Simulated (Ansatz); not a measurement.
```yaml
atoms:
  - { symbol: N, position_ang: [-1.5653, 1.1418, 0.0179] }
  - { symbol: Sb, position_ang: [0.4243, 1.1925, -0.5820] }
  - { symbol: C, position_ang: [0.7894, -0.8994, -0.0099] }
  - { symbol: O, position_ang: [0.6718, -1.6651, -1.1891] }
  - { symbol: H, position_ang: [-1.6853, 1.2616, 1.0242] }
  - { symbol: H, position_ang: [-2.1026, 1.8794, -0.4389] }
  - { symbol: H, position_ang: [1.1026, 1.7599, 0.9189] }
  - { symbol: H, position_ang: [0.0209, -1.1445, 0.7474] }
  - { symbol: H, position_ang: [1.7891, -0.9770, 0.4627] }
  - { symbol: H, position_ang: [0.6383, -2.6005, -0.9481] }
```

Core potentials replace the inner electrons of Sb.

Level of theory: Ansatz 0.2.0, RKS B3LYP-D4/def2-SVP.

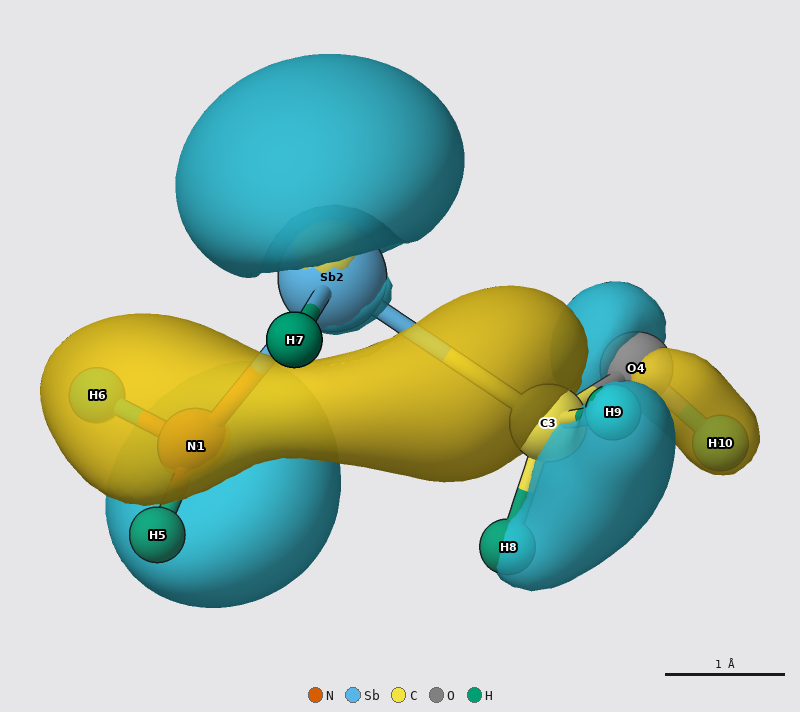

CH6NOSb (SMILES [NH2][SbH][CH2]O). One frontier orbital at ±0.1 Å⁻³ᐟ² (yellow and cyan are the two phases), seen from one side.

> Which orbital is it: HOMO or LUMO?

The HOMO, at −6.31 eV. It lies mainly on N1 (about 40 %), Sb2 (about 35 %) and C3 (about 15 %).
